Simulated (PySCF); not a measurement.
C₅H₉NOSi (SMILES CC(/C=N\[SiH3])=C\C=O)

```yaml
atoms:
  - { symbol: C, position_ang: [-1.0201, 1.6698, -0.9546] }
  - { symbol: C, position_ang: [-0.4550, 0.3549, -0.5281] }
  - { symbol: C, position_ang: [0.7385, -0.0680, -1.2857] }
  - { symbol: N, position_ang: [1.7583, -0.6539, -0.8604] }
  - { symbol: Si, position_ang: [2.4053, -1.1962, 0.6366] }
  - { symbol: C, position_ang: [-0.9392, -0.4477, 0.4354] }
  - { symbol: C, position_ang: [-2.0946, -0.1994, 1.2841] }
  - { symbol: O, position_ang: [-2.4538, -0.9396, 2.1668] }
  - { symbol: H, position_ang: [-1.9740, 1.8882, -0.4865] }
  - { symbol: H, position_ang: [-1.1470, 1.6834, -2.0367] }
  - { symbol: H, position_ang: [-0.3165, 2.4629, -0.6992] }
  - { symbol: H, position_ang: [0.7118, 0.1929, -2.3488] }
  - { symbol: H, position_ang: [3.7711, -0.6818, 0.5698] }
  - { symbol: H, position_ang: [1.7642, -0.7497, 1.8785] }
  - { symbol: H, position_ang: [2.3327, -2.6502, 0.5153] }
  - { symbol: H, position_ang: [-0.4420, -1.3917, 0.6201] }
  - { symbol: H, position_ang: [-2.6468, 0.7380, 1.0834] }
```

Geometry: GFN2-xTB.

Method: PySCF, PBE0/pcSseg-1, SCF density, gas phase, non-relativistic.

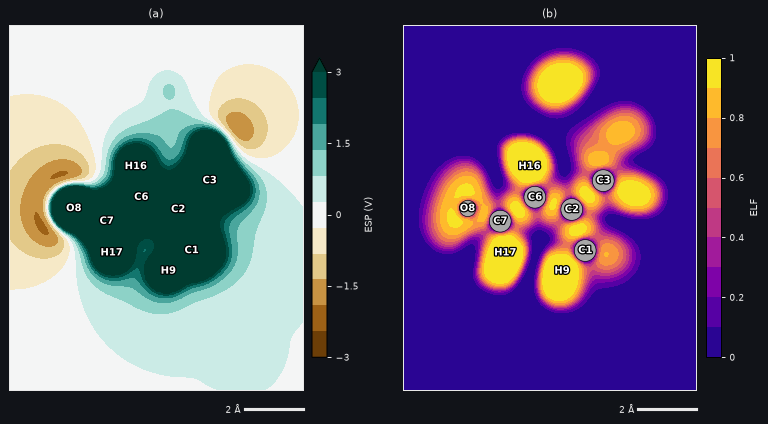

Figure 1. (a) molecular electrostatic potential; (b) electron localisation function on the plane of atoms O8, C7 and H17. Grey discs cover the atomic cores in the ELF map.

### Describe what can be read from this map.

Atoms in the plane: C, O and H.
C–O (1.21 Å): the ELF peaks at about 0.85 between the atoms (a short, multiple covalent bond).
C–C (1.34 Å): the ELF peaks at about 0.95 between the atoms; a short, multiple covalent bond.
C–H (1.08 Å): the ELF climbs to about 1 towards the hydrogen, as it does in any bond to H; a covalent bond by its length.
C–C (1.45 Å): the ELF peaks at about 0.95 between the atoms: a covalent bond.
The ELF also peaks beside O8 and N4, away from the bonds: lone-pair regions.
Outside the dense part of the molecule the potential is most negative (−2.1 V) near O8.

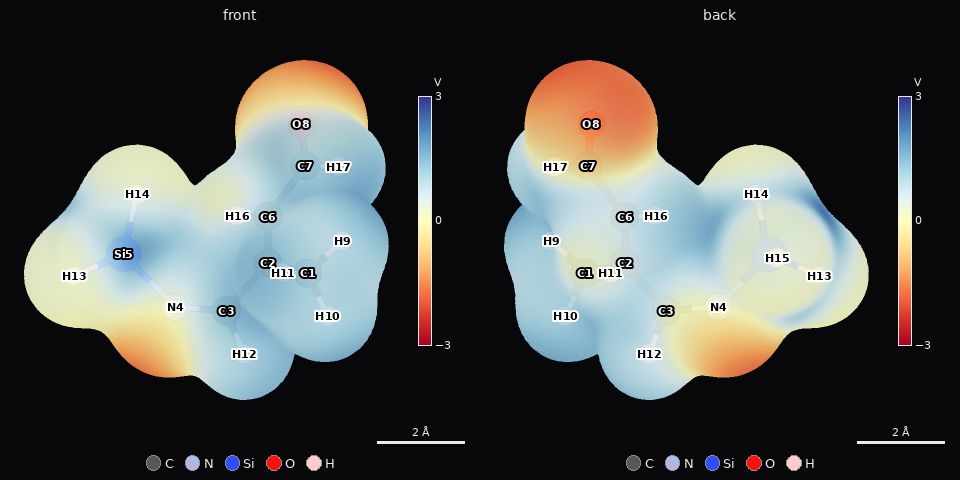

Figure 2. The molecular electrostatic potential painted on the density surface at 0.004 e/bohr³, seen from the front and from behind; red is negative and blue positive.

### Where is the surface potential most negative and most positive?

The most negative region (about −1.8 V) lies over O8, the most positive (about +2.0 V) over Si5. O8 is the likeliest acceptor of a hydrogen bond.

### What dipole moment does the calculation give?

Its dipole moment is 3.43 D.
